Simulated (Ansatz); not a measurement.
# MoS2 (P6_3/mmc): band gap by G0W0 on HSE06, part 2 of 3

How far does one-shot GW move the HSE06 gap of MoS2 (P6_3/mmc)?

Ansatz 0.2.0; HSE06, then G0W0 on it, plane waves, PAW. Known limits of the many-body steps: finite bands, screening cutoff and k mesh; no spin-orbit coupling in G0W0.

So far. Step 2 (HSE06 levels on the mesh and at listed points): Over mesh and listed points the gap is 1.445 eV, from k = Γ to k = (0.167, 0.167, 0.000). The least direct gap found is 2.116 eV, at k = (0.333, 0.333, 0.000).

The database entry behind the starting cell differs from later determinations by our own check (about 0.3 % long), so it need not match the best structure at ambient conditions.

In doubt: masses and optical values from hybrid runs of this build are listed as unsure, which bears on the screening that GW takes from such a start.

### 3. The quasiparticle correction

G0W0 replaces the xc potential by a self-energy built once from the orbitals of the start. Levels are corrected in the window of bands that the input names, at points of the mesh.

This step: G0W0 on HSE06, plane waves, PAW.

input.yaml

```yaml
crystal:
  lattice:
    - [3.169, 0.0, 0.0]
    - [-1.5845, 2.7444345046, 0.0]
    - [0.0, 0.0, 12.324]
  atoms:
    - { symbol: Mo, position: [0.3333333333, 0.6666666667, 0.25] }
    - { symbol: Mo, position: [0.6666666667, 0.3333333333, 0.75] }
    - { symbol: S, position: [0.3333333333, 0.6666666667, 0.623] }
    - { symbol: S, position: [0.6666666667, 0.3333333333, 0.123] }
    - { symbol: S, position: [0.3333333333, 0.6666666667, 0.877] }
    - { symbol: S, position: [0.6666666667, 0.3333333333, 0.377] }
kpoints:
  mp_grid: { grid: [9, 9, 2] }
hamiltonian:
  xc: hse06
  pseudopotentials: { kind: paw, source: ansatz }
scf:
  occupations: { method: fixed }
gw:
  n_empty_bands: 637
  ecut_chi: 190.0
  qp_bands: [v2, c2]
  qp_kpoints: band_edges
  screening: { model: contour_deformation }
```

On the command line:

```bash
ansatz run input.yaml --threads 4 --pin off --max-ram 138240MiB --backend cuda --events-out ev --progress --plain --runs-dir out --devices 1 --max-vram 26GiB
```

Numbers of over 12 decimals in the logs are rounded to 6 here.

The program printed:

```text
GPUs: using 1 of 1 available (devices: 1).
[...]
GPU FFT provider: cuFFT
GPU libraries: cuBLAS 13.8.2, cuFFT 12.4.0, cuSOLVER 12.3.4
Crystal: 6 atoms, lattice volume = 107.183 Å³
Basis set: ecut = 510 eV, 2787 PW (Γ)
Bands: 32, of which v1, the nominal top of the filled ones, is band 26 counted from 1 (25 counted from 0)
Symmetry: 24 space group operations
[...]
k-points: 24 of 162
[...]
GPU buffer pool allocated for 78732 grid points (all kernels)
[...]
SCF iter   1: F=—  HF=-13528.327546 eV  |F-HF|=—  |Δ(HF+E_count)|=         —  Δρ=6.05e-2  dr2=4.61e0  ethr=1.00e-1  ⟨swp⟩=4.0  Hψ=2322  notcnv=0
[...]
SCF iter   6: F=-13527.051777 eV  HF=-13527.051773 eV  |F-HF|=4.09e-6  |Δ(HF+E_count)|=   3.25e-5  Δρ=2.94e-4  dr2=3.14e-5  ethr=5.29e-6  ⟨swp⟩=4.0  Hψ=2093  notcnv=0  defer=1
SCF 1 stopped early in 6 iterations: F = -13527.051777 eV  dr2 = 3.14e-5
[...]
GPU FFT provider: cuFFT
GPU libraries: cuBLAS 13.8.2, cuFFT 12.4.0, cuSOLVER 12.3.4
[...]
GPU buffer pool allocated for 78732 grid points (all kernels)
[...]
Frozen-core exchange: fock
SCF iter   1: F=—  HF=-13533.042556 eV  |F-HF|=—  |Δ(HF+E_count)|=         —  Δρ=1.14e-2  dr2=2.82e-1  ethr=6.03e-7  ⟨swp⟩=7.3  Hψ=4505  notcnv=0
[...]
SCF iter   6: F=-13532.999223 eV  HF=-13532.999231 eV  |F-HF|=7.51e-6  |Δ(HF+E_count)|=   2.14e-5  Δρ=4.96e-5  dr2=1.00e-5  ethr=5.51e-8  ⟨swp⟩=3.0  Hψ=2031  notcnv=0
SCF 2 stopped early in 6 iterations: F = -13532.999223 eV  dr2 = 1.00e-5
[...]
hybrid outer 1: dexx = +2.106e-2 eV, tail = 3.99e-5 eV
GPU FFT provider: cuFFT
GPU libraries: cuBLAS 13.8.2, cuFFT 12.4.0, cuSOLVER 12.3.4
GPU buffer pool allocated for 78732 grid points (all kernels)
[...]
Frozen-core exchange: fock
SCF iter   1: F=—  HF=-13532.999137 eV  |F-HF|=—  |Δ(HF+E_count)|=         —  Δρ=5.66e-5  dr2=7.95e-6  ethr=3.84e-7  ⟨swp⟩=2.6  Hψ=1732  notcnv=0
[...]
SCF iter   2: F=—  HF=-13532.999135 eV  |F-HF|=—  |Δ(HF+E_count)|=   1.18e-6  Δρ=9.08e-6  dr2=4.01e-7  ethr=5.21e-11  ⟨swp⟩=4.6  Hψ=4793  notcnv=0
eigensolver tolerance schedule calibrated: the retry pair's looser diagonalisation under-reported the residual by θ = 0.34 (0.14/decade); ethr = c·dr2/N_el runs at the constant in force after the calibration composes with the one it found (an armed cap, an earlier calibration), c = 5.1e-2
SCF iter   3: F=—  HF=-13532.999138 eV  |F-HF|=—  |Δ(HF+E_count)|=   2.38e-6  Δρ=1.83e-5  dr2=7.33e-7  ethr=4.05e-11  ⟨swp⟩=5.5  Hψ=3042  notcnv=0
SCF iter   4: F=-13532.999138 eV  HF=-13532.999138 eV  |F-HF|=4.78e-8  |Δ(HF+E_count)|=   1.27e-7  Δρ=4.11e-6  dr2=9.74e-8  ethr=4.05e-11  ⟨swp⟩=4.0  Hψ=2603  notcnv=0
SCF 3 converged in 4 iterations: F = -13532.999138 eV  dr2 = 9.74e-8
[...]
NSCF: frozen V_eff on 24 k-points
Exchange-term sweep: 0 of 24 (spin, k) points
Exchange-term sweep: 2 of 24 (spin, k) points
Exchange-term sweep: 3 of 24 (spin, k) points
Exchange-term sweep: 4 of 24 (spin, k) points
Exchange-term sweep: 5 of 24 (spin, k) points
Exchange-term sweep: 6 of 24 (spin, k) points
Exchange-term sweep: 8 of 24 (spin, k) points
Exchange-term sweep: 9 of 24 (spin, k) points
Exchange-term sweep: 10 of 24 (spin, k) points
Exchange-term sweep: 11 of 24 (spin, k) points
Exchange-term sweep: 12 of 24 (spin, k) points
Exchange-term sweep: 14 of 24 (spin, k) points
Exchange-term sweep: 15 of 24 (spin, k) points
Exchange-term sweep: 16 of 24 (spin, k) points
Exchange-term sweep: 17 of 24 (spin, k) points
Exchange-term sweep: 18 of 24 (spin, k) points
Exchange-term sweep: 20 of 24 (spin, k) points
Exchange-term sweep: 21 of 24 (spin, k) points
Exchange-term sweep: 22 of 24 (spin, k) points
Exchange-term sweep: 23 of 24 (spin, k) points
Exchange-term sweep: 24 of 24 (spin, k) points
G₀W₀ screening: q 1/24
[... further progress lines ...]
[...]
Free energy (F): -13532.999138 eV
Frozen-core exchange: fock
[...]
Internal energy: -13532.999138 eV  (E = F + TS)
E sigma→0 (E₀):  -13532.999138 eV
Fermi energy:    10.554927 eV
[...]
--- Band table (eV; the first three rows and the last of 24) ---
  k-point 0: bands = [... 22 lower, 8.2268, 9.1375, 9.3064, 10.5549, 13.3779, 13.3779, 13.4094]
  k-point 1: bands = [... 22 lower, 8.1995, 8.1995, 10.2464, 10.2464, 13.3819, 13.3819, 13.3819]
  k-point 2: bands = [... 22 lower, 8.2981, 9.3043, 9.3105, 10.1612, 13.1144, 13.1896, 13.2790]
  k-point 23: bands = [... 22 lower, 7.2722, 7.2722, 9.8628, 9.8628, 12.0681, 12.0681, 13.6237]
  guard bands above this table: 3 of the run's 32 bands. The solve was not asked for them (output.publish_guard_bands: true or output.eigenvalues: true publishes all)
--- G₀W₀: contour deformation, 7 samples at zero and on the imaginary axis and 2 off it, 162 q-points, 637 empty bands' worth ---
  eigenvalues of the whole cell's RPA ε∞ on this k-mesh (on a slab, of 1 + 4πα/V) = 5.1143, 11.6134, 11.6134; static W/v taken at q = 0 is 0.108810
  bands read: the sum over 663 bands ends inside a degenerate multiplet in 13 slots, whose members it reads at an even weight; the widest, k=1: bands 661 to 664 (counted from 1) at 3/4 each
  gw.qp_kpoints: band_edges: 16 of 24 stored k-points solved, in 1 pass; an edge of the gap read off the rows below is read off those points alone
    valence top: of the k-points left out ik 11 came nearest to being solved in a further pass, in band 25 (counted from 1, as in the quasiparticle table): it holds the edge there only if its correction is more favourable than any solved in that band by at least 0.982 eV; those differ by 0.217 eV
    conduction bottom: of the k-points left out ik 15 came nearest to being solved in a further pass, in band 27 (counted from 1, as in the quasiparticle table): it holds the edge there only if its correction is more favourable than any solved in that band by at least 0.537 eV; those differ by 0.174 eV
    ik  band        ε_KS         Σx   Σc(E_QP)       V_xc       Z   E_QP_lin       E_QP  E_QP is
     0    25      9.3064   -18.7225     0.8705   -17.8666  0.7571     9.3210     9.3210  root
     0    26     10.5549   -19.7512     0.3945   -19.3104  0.7639    10.5086    10.5086  root
     0    27     13.3779   -13.6082    -4.4035   -17.9835  0.7661    13.3497    13.3497  root
     0    28     13.3779   -13.6082    -4.4035   -17.9835  0.7661    13.3497    13.3497  root
     1    25     10.2464   -19.4527     0.6347   -18.7681  0.7650    10.1965    10.1965  root
     1    26     10.2464   -19.4527     0.6347   -18.7681  0.7650    10.1965    10.1965  root
     1    27     13.3819   -13.5603    -4.3930   -17.9202  0.7657    13.3488    13.3488  root
     1    28     13.3819   -13.5603    -4.3930   -17.9202  0.7657    13.3488    13.3488  root
     2    25      9.3105   -18.7168     1.6831   -16.8823  0.7742     9.1589     9.1592  root
     2    26     10.1612   -19.5825     0.5619   -18.9926  0.7635    10.1331    10.1331  root
     2    27     13.1144   -13.5505    -4.2576   -17.7244  0.7587    13.0308    13.0307  root
     2    28     13.1896   -13.5704    -4.4664   -18.0120  0.7701    13.1648    13.1648  root
     3    25      9.9873   -19.4414     0.7497   -18.6576  0.7642     9.9533     9.9533  root
     3    26      9.9873   -19.4414     0.7497   -18.6576  0.7642     9.9533     9.9533  root
     3    27     13.1729   -13.6019    -4.3746   -17.9243  0.7642    13.1208    13.1207  root
     3    28     13.1729   -13.6019    -4.3746   -17.9243  0.7642    13.1208    13.1207  root
     4    25      9.0639   -19.2687     0.9819   -18.3450  0.7550     9.1220     9.1221  root
     4    26      9.2232   -19.2539     0.9068   -18.3762  0.7583     9.2523     9.2523  root
     4    27     12.4060   -13.3165    -4.1221   -17.3901  0.7677    12.3576    12.3575  root
     4    28     12.8524   -14.1739    -4.2003   -18.3459  0.7587    12.8241    12.8241  root
     6    25      8.5717   -18.5296     1.1265   -17.4540  0.7548     8.6225     8.6226  root
     6    26      8.8331   -18.9618     1.0630   -17.9547  0.7570     8.8890     8.8891  root
     6    27     12.5526   -13.9868    -4.3331   -18.2977  0.7604    12.5304    12.5304  root
     6    28     12.6618   -15.1041    -4.4096   -19.5291  0.7552    12.6772    12.6772  root
    10    25      9.1884   -19.3131     0.9355   -18.4319  0.7556     9.2427     9.2428  root
    10    26      9.4937   -19.4197     0.8142   -18.6174  0.7601     9.5055     9.5055  root
    10    27     12.4329   -13.2410    -4.0354   -17.2223  0.7687    12.3789    12.3788  root
    10    28     12.9887   -13.9435    -4.2671   -18.1644  0.7582    12.9424    12.9424  root
    12    25      8.8533   -19.5106     1.0527   -18.5228  0.7543     8.9182     8.9183  root
    12    26      8.9246   -19.5784     1.0185   -18.6345  0.7541     8.9991     8.9992  root
    12    27     12.0810   -13.3027    -3.9884   -17.2697  0.7713    12.0597    12.0597  root
    12    28     12.8328   -14.4300    -4.4098   -18.8220  0.7568    12.8149    12.8149  root
    13    25      8.9037   -19.5488     1.0430   -18.5713  0.7546     8.9692     8.9693  root
    13    26      8.9037   -19.5488     1.0430   -18.5713  0.7546     8.9692     8.9693  root
    13    27     12.4419   -13.7341    -4.1617   -17.8763  0.7670    12.4224    12.4224  root
    13    28     12.4419   -13.7341    -4.1617   -17.8763  0.7670    12.4224    12.4224  root
    14    25      9.0289   -18.9541     1.0177   -17.9398  0.7625     9.0323     9.0323  root
    14    26      9.1317   -19.2517     0.9222   -18.3585  0.7607     9.1607     9.1608  root
    14    27     12.4245   -14.2903    -4.2430   -18.5330  0.7622    12.4242    12.4242  root
    14    28     12.9153   -15.7111    -4.5758   -20.2980  0.7483    12.9264    12.9264  root
[...]
21    25      9.5178   -19.0423     0.4944   -18.5561  0.7636     9.5260     9.5260  root
    21    26      9.5178   -19.0423     0.4944   -18.5561  0.7636     9.5260     9.5260  root
    21    27     12.4854   -15.8621    -4.1572   -20.0678  0.7541    12.5338    12.5338  root
    21    28     12.4854   -15.8621    -4.1572   -20.0678  0.7541    12.5338    12.5338  root
    22    25      9.7847   -18.8481     0.2035   -18.6359  0.7654     9.7761     9.7761  root
    22    26      9.9572   -19.2361     0.1396   -19.0920  0.7651     9.9526     9.9526  root
    22    27     12.0668   -16.0705    -3.8840   -20.0448  0.7590    12.1573    12.1571  root
    22    28     12.0668   -16.0705    -3.8840   -20.0448  0.7590    12.1573    12.1571  root
    23    25      9.8628   -19.0045     0.1701   -18.8271  0.7653     9.8555     9.8555  root
    23    26      9.8628   -19.0045     0.1701   -18.8271  0.7653     9.8555     9.8555  root
    23    27     12.0681   -16.0661    -3.8835   -20.0396  0.7591    12.1581    12.1580  root
    23    28     12.0681   -16.0661    -3.8835   -20.0396  0.7591    12.1581    12.1580  root
```

It took 3.3 min on 1 × NVIDIA H100 80GB HBM3 (shared by 3 runs) with 4 threads of AMD EPYC 7R13 (Zen 3), shared host; peak memory 4.3 GiB.

This step gave:

| Property | Result |
| --- | --- |
| bands summed | 663 |
| RPA ε∞ on this mesh (eigenvalues) | 5.114, 11.61, 11.61 |
| plane waves in the screening matrix | 675 |
| q-points in the mesh | 162 |
| G0W0 gap over the corrected points | 1.551 eV |
| k of the valence top | 0, 0, 0 |
| k of the conduction bottom | 0.1111, 0.2222, 0 |
| starting gap on the mesh | 1.512 eV |
| Z at the valence top | 0.7639 |
| Z at the conduction bottom | 0.7713 |
| least direct G0W0 gap over the corrected points | 2.204 eV |

Over 16 of 24 irreducible mesh points the G0W0 gap is 1.551 eV, from k = Γ to k = (0.111, 0.222, 0.000). The HSE06 gap of this run on the mesh is 1.512 eV. Other states bound it: the two that bound the G0W0 gap lie 1.526 eV apart in HSE06, so state for state the correction is 1.551 − 1.526 = +0.025 eV, while gap against gap it is 1.551 − 1.512 = +0.039 eV. The start of this run differs from the step before in mesh (6×6×2 and 9×9×2), files (soft_1 PAW and hard PAW) and plane-wave cutoff (420 eV and 510 eV).

Labels follow the order of the start: v1 is the top filled band, c1 the lowest empty one; levels that stay degenerate share a row, the window can cut a multiplet, doubted levels are not marked in this list, bands outside the window were not corrected, and the list may be a part of the corrected levels. Levels before and after the correction, in eV, zero at the valence-band top of each column:

```
       conduction bottom  valence top
HSE06               1.51         0.00
 G0W0               1.55         0.00
```

```
                    level  occupation  energy (eV)
HSE06                Γ v2           2       -1.249
HSE06                Γ v1           2        0.000
HSE06             Γ c1-c2           0        2.823
HSE06  (0.111 0.222 0) v2           2       -1.702
HSE06  (0.111 0.222 0) v1           2       -1.630
HSE06  (0.111 0.222 0) c1           0        1.526
HSE06  (0.111 0.222 0) c2           0        2.278
 G0W0                Γ v2           2       -1.188
 G0W0                Γ v1           2        0.000
 G0W0             Γ c1-c2           0        2.841
 G0W0  (0.111 0.222 0) v2           2       -1.590
 G0W0  (0.111 0.222 0) v1           2       -1.509
 G0W0  (0.111 0.222 0) c1           0        1.551
 G0W0  (0.111 0.222 0) c2           0        2.306
```

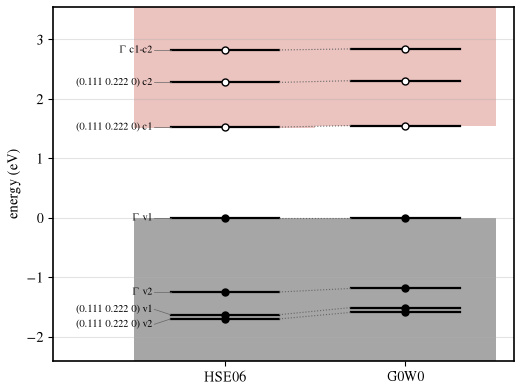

Levels before and after the correction. Shaded: valence and conduction bands. Filled marks are occupied levels, open marks empty ones.

The parts of the quasiparticle energy for the two states that bound the G0W0 gap, in eV on the run's own scale (QP = start + Σx + Σc − Vxc, with Σc at the quasiparticle energy):

```csv
edge,k,band,start,Σx,Σc,Vxc,Z,QP
valence top,Γ,26,10.555,−19.751,0.395,−19.310,0.764,10.509
conduction bottom,"(0.111, 0.222, 0.000)",27,12.081,−13.303,−3.988,−17.270,0.771,12.060
```

For a hybrid start, Vxc holds its share of exact exchange.

(Continued in part 3 of 3.)

[Paths, hosts, dates, memory and timing lines, banners, echoed tables and standing remarks are left out of the program output.]

[Logs are printed without paths, hosts, clocks, repeated set-up lines and the standing remarks that a program may print on its own settings, such as how far it seeks lower states.]

[Runs of the session that timed out or met a known fault of the program may be left out.]

[Cells called generated may have been cut or substituted from an entry of the Crystallography Open Database or the Materials Project.]

[Hosts, paths, dates, database ids (printed as entryN), source tags and the programs' standing remarks are cut or masked in the printed files.]

[Where an RPA ε∞ is given, it is that of the G0W0 mesh and is not shown converged in it. Names of k-points follow the symmetry that the program found, which can be lower than the space group named. Band edges on a path are those of the sampled points; other points can move an edge, and change direct to indirect where valleys lie close.]

[Hybrid gaps are those of their k-mesh and are not shown converged in it.]
